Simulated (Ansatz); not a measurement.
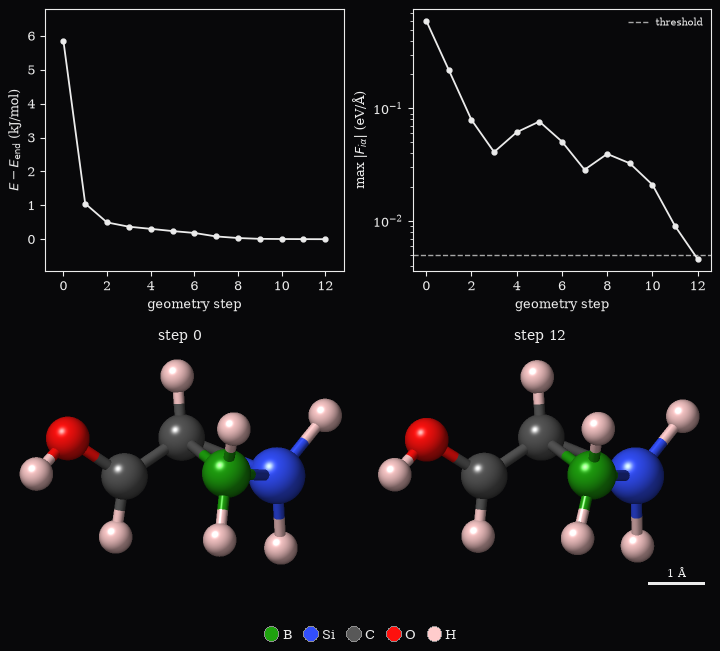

First and last geometry of a relaxation of C$_{2}$H$_{7}$BOSi, with the history of the run. A ball-and-stick model, seen at a tilt.

The start comes from PBE-D4/def2-SVP.

Level of theory: RKS PBE0-D4/def2-TZVP (Ansatz 0.2.0).

The input:
```yaml
crystal:
  periodic: [false, false, false]
  atoms:
    - {symbol: B, position_ang: [-0.717031, 0.026204, 0.815110]}
    - {symbol: Si, position_ang: [-0.252814, -1.817667, 0.173281]}
    - {symbol: C, position_ang: [0.787585, -0.298865, -0.109844]}
    - {symbol: C, position_ang: [0.314492, 0.891091, -0.666778]}
    - {symbol: O, position_ang: [0.962460, 2.060531, -0.425178]}
    - {symbol: H, position_ang: [-0.556491, 0.518759, 1.910055]}
    - {symbol: H, position_ang: [-1.736124, 0.259625, 0.184616]}
    - {symbol: H, position_ang: [-0.959060, -2.377911, -1.024876]}
    - {symbol: H, position_ang: [0.552103, -2.836308, 0.919618]}
    - {symbol: H, position_ang: [1.658677, -0.171024, 0.557309]}
    - {symbol: H, position_ang: [-0.419660, 0.899864, -1.490447]}
    - {symbol: H, position_ang: [0.442762, 2.790598, -0.808966]}
basis:
  gaussian: {orbitals: def2-TZVP}
hamiltonian: {xc: pbe0, dispersion: d4}
relax: {f_tol: 0.005, max_steps: 150}
```

Launched with:
```bash
ansatz run in.yaml --threads 4 --pin off --events-out ev --progress --plain --max-ram 10444MiB
```

Did the run converge, and what did it change?

It converged. B1 moves most after the best rigid fit: 0.10 Å. By element the largest moves are B 0.10 Å, H 0.10 Å, O 0.06 Å, C 0.03 Å, Si 0.02 Å. Some distances before and after: B1–C3 1.796 → 1.848 Å, B1–Si2 2.007 → 1.971 Å, C3–C4 1.396 → 1.366 Å, B1–H7 1.221 → 1.200 Å. Bond angles that change, for instance: Si2–B1–H7 101.7° → 108.1°, C3–B1–H6 115.3° → 111.0°, B1–C3–C4 76.5° → 80.8°. The energy falls by 5.86 kJ/mol in 12 geometry steps. Largest force component: 0.6 eV/Å at the start, 0.0046 eV/Å at the end. Cost: 35 s on 4 threads of Arm Neoverse V2 (shared host).
